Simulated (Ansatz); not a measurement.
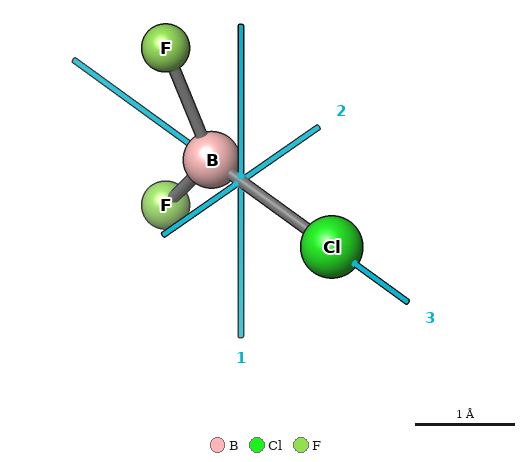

The three principal axes of inertia are drawn and numbered. Atoms fade into the background with distance from the viewer. Computed geometry: PBE0-D4/def2-TZVP optimisation. Masses are those of the most abundant isotopes; constants are for the rigid equilibrium geometry.

Which line is the a axis (least moment of inertia), which b and which c?

a is line 3, b is line 1, c is line 2; the moments are 48.5, 108, 156 u Å².

What kind of rotor is it, and what are its rotational constants in MHz?

An asymmetric top (C2v): A = 10430, B = 4699, C = 3239 MHz. Ray's parameter κ is −0.59, nearer the prolate limit.
